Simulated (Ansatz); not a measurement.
# CH4Cl2Si (SMILES ClC[SiH2]Cl): what the fields show

Input file:

```
crystal:
  periodic: [false, false, false]
  atoms:
    - {symbol: Cl, position_ang: [-1.657564, 1.497262, -0.153719]}
    - {symbol: C, position_ang: [0.041688, 0.948375, -0.208052]}
    - {symbol: Si, position_ang: [0.016682, -0.885307, 0.174600]}
    - {symbol: Cl, position_ang: [1.950836, -1.588185, 0.128936]}
    - {symbol: H, position_ang: [0.606421, 1.521046, 0.527330]}
    - {symbol: H, position_ang: [0.435376, 1.162637, -1.201413]}
    - {symbol: H, position_ang: [-0.532796, -1.109545, 1.528989]}
    - {symbol: H, position_ang: [-0.768443, -1.603283, -0.852370]}
basis:
  gaussian: {orbitals: def2-TZVPP}
hamiltonian: {xc: pbe0, dispersion: d4}
output: {orbitals: {seedname: orbitals}}
```

Command:

```sh
ansatz run in.yaml --threads 2 --pin off --events-out ev --progress --plain --max-ram 4352MiB
```

Geometry: PBE0-D4/def2-TZVP.

The calculation used RKS PBE0-D4/def2-TZVPP in Ansatz 0.2.0.

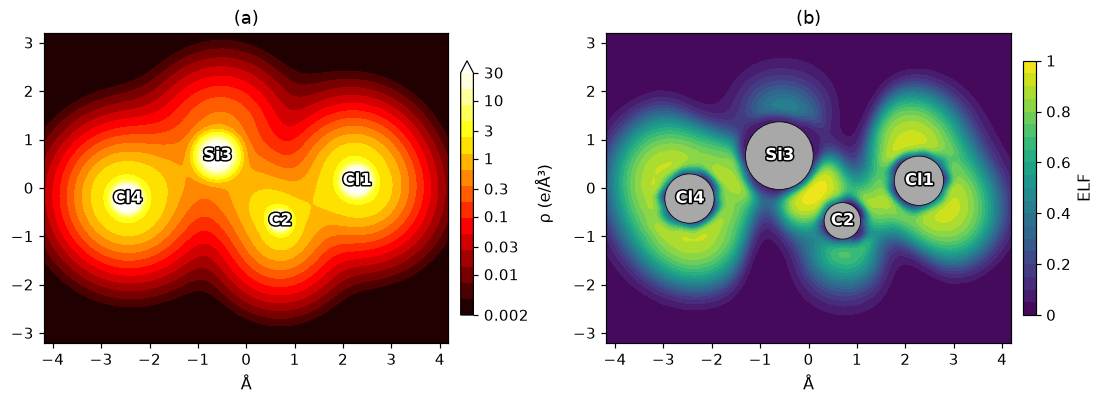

Figure 1. (a) electron density; (b) electron localisation function on the plane of atoms Cl1, C2 and Si3. Grey discs cover the atomic cores in the ELF map.

Q: Interpret the plot.

A: The section cuts through Cl, C and Si sites.
C–Cl (1.79 Å): ρ is about 1.3 e/Å³ halfway; the ELF peaks at about 0.85 between the atoms: a covalent bond.
C–Si (1.87 Å): ρ is about 0.99 e/Å³ halfway; the ELF peaks at about 1 between the atoms, as expected for a covalent bond.
Si–Cl (2.06 Å): the density is about 0.9 e/Å³ at the midpoint; the ELF peaks at about 0.85 between the atoms, as expected for a polar covalent bond.
The ELF also peaks beside Cl4 and Cl1, away from the bonds: lone-pair regions.

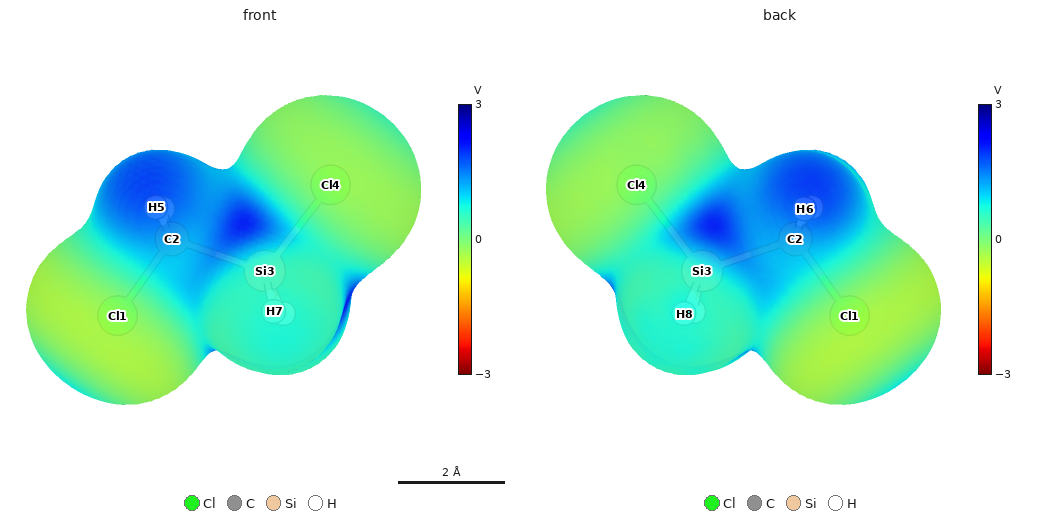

Figure 2. The molecular electrostatic potential painted on the density surface at 0.004 e/bohr³, seen from the front and from behind; the colour scale runs from red (negative) to blue (positive).

Q: Describe the electrostatic potential map.

A: The most negative region (about −0.4 V) lies over Cl1, the most positive (about +2.0 V) over Si3. Cl1 shows a σ-hole: about +0.8 V at the tip opposite its bond, against about −0.3 V on its flanks. Cl4 shows a σ-hole: about +0.4 V at the tip opposite its bond, against about −0.2 V on its flanks.

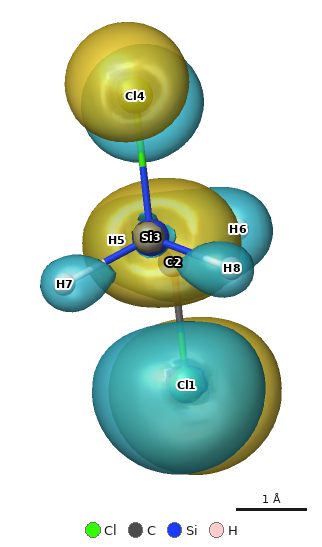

Figure 3. The HOMO at ±0.08 Å⁻³ᐟ² (yellow and cyan are the two phases), seen at an oblique angle.

Q: Where does this orbital lie, and at what energy?

A: Its weight (Hirshfeld) is mainly on Cl1 (about 55 %), C2 (about 15 %), Cl4 (about 10 %) and Si3 (about 10 %). Its energy is −8.37 eV.
